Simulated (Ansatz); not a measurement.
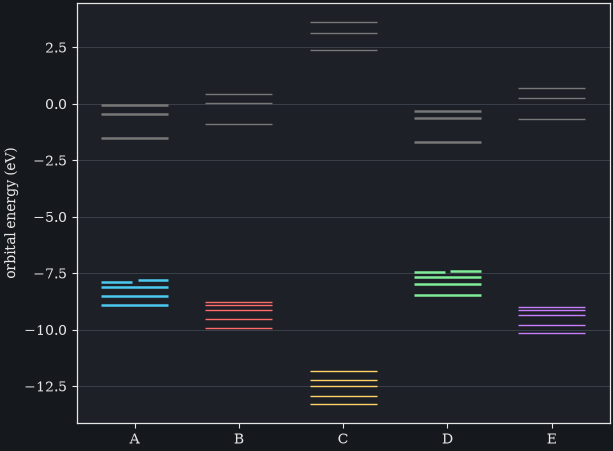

Frontier orbital energies of BSi₂NH₇Cl, SMILES BN([SiH3])[SiH2]Cl at one geometry, def2-TZVPP, the Ansatz code 0.2.0, at a PBE0-D4/def2-TZVP geometry (a minimum by its frequencies). Empty levels are grey, levels within 0.1 eV stand side by side; all columns show the same few orbitals around the gap.

The columns come from BLYP, HF, PBE0, r2SCAN and r2SCAN0. Which is which?

A: r2SCAN (HOMO −7.82, LUMO −1.51, separation 6.31 eV)
B: PBE0 (HOMO −8.79, LUMO −0.89, separation 7.90 eV)
C: HF (HOMO −11.82, LUMO 2.38, separation 14.21 eV)
D: BLYP (HOMO −7.39, LUMO −1.70, separation 5.69 eV)
E: r2SCAN0 (HOMO −8.99, LUMO −0.69, separation 8.30 eV)

Limits of at least one run: empty levels above zero depend strongly on the basis; one conformer of a flexible molecule.
